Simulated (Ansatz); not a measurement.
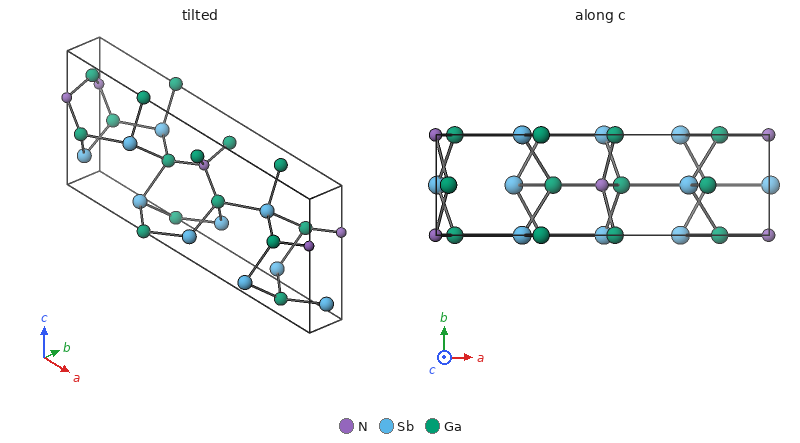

This ball-and-stick model is shown slightly off an axis and along the c axis. Atoms at the boundary of the conventional unit cell (the box) are drawn once for each face, edge or corner they touch.

Ga4Sb3N, space group Cm (No. 8), a = 15.041 Å, b = 4.061 Å, c = 6.934 Å, α = 90.00°, β = 116.29°, γ = 90.00°. It goes back to a structure type filled with these elements by a generator (whether the compound takes this form wasn't checked). Earlier steps of the study may have refined or changed the cell and positions. A calculation with Ansatz used it as input.

This one geometry was computed with Ansatz (DFT, plane waves, PAW) at three levels of theory: PBE with spin-orbit coupling, r2SCAN and PBE. It was relaxed beforehand with r2SCAN.

Which level gives the highest pressure at this volume, and what does that say about its equilibrium volume?

Answer. Highest: PBE with spin-orbit coupling (2.3 GPa) and PBE (2.3 GPa), which points to the largest equilibrium volume. Lowest, with the smallest volume: r2SCAN (0.0 GPa). Levels within 0.5 GPa of each other can't be told apart.

How does the band gap change with the level of theory?

Answer. All levels give a metal.

Collect the results in a table.

Answer.
| level | cutoff (eV) | k-mesh of the run's cell | gap (eV) | pressure (GPa) |
| --- | --- | --- | --- | --- |
| PBE with spin-orbit coupling | 420 | 6×6×4 | metal | 2.3 |
| r2SCAN | 500 | 6×6×4 | metal | 0.0 |
| PBE | 420 | 6×6×4 | metal | 2.3 |

Gaps are taken on the k-mesh or band path of each run.
